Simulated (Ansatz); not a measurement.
Band structure of NbN (Fm-3m, 2 atoms in the cell).

```xyz
2
Lattice="0.0000 2.1950 2.1950 2.1950 0.0000 2.1950 2.1950 2.1950 0.0000" Properties=species:S:1:pos:R:3 pbc="T T T"
Nb     0.0000     0.0000     0.0000
N      2.1950     2.1950     2.1950
```

Computed with PBE (plane waves, PAW; Ansatz, a program for electronic structure).

Settings: kpoints.mp_grid.grid = 17 17 17; hamiltonian.xc = pbe; hamiltonian.pseudopotentials = {kind: paw} (the program's default PAW files); scf.occupations.method = gaussian; scf.occupations.width = 0.136 eV; kpoints.band_path.npoints = 8.

The starting cell has typed, rounded lattice constants, without a prior relaxation at this level. Spin polarisation is off.

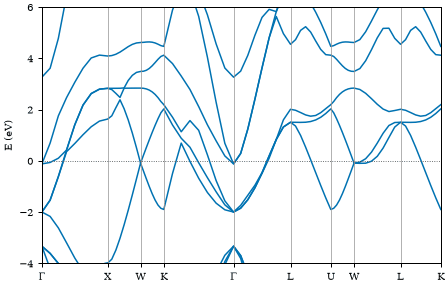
Figure: Bands along the path, energies from the Fermi level.

Levels in eV from the Fermi level, bands 6 to 13:
```tsv
point	6	7	8	9	10	11	12	13
Γ	-3.33	-3.33	-3.33	-1.99	-1.99	-1.99	-0.11	-0.11
X	-5.72	-5.04	-3.98	-3.98	1.63	2.83	2.83	4.09
W	-6.68	-6.01	-6.01	-0.08	-0.08	2.84	3.49	4.62
K	-6.81	-5.96	-5.63	-1.89	2.03	2.20	4.13	4.47
L	-9.14	-7.07	-7.07	1.51	1.51	2.02	4.55	6.84
U	-6.81	-5.96	-5.63	-1.89	2.03	2.20	4.13	4.47
```

Bands cross the Fermi level along this path, so the cell is metallic at this level.

Keys are those of Ansatz 0.2.
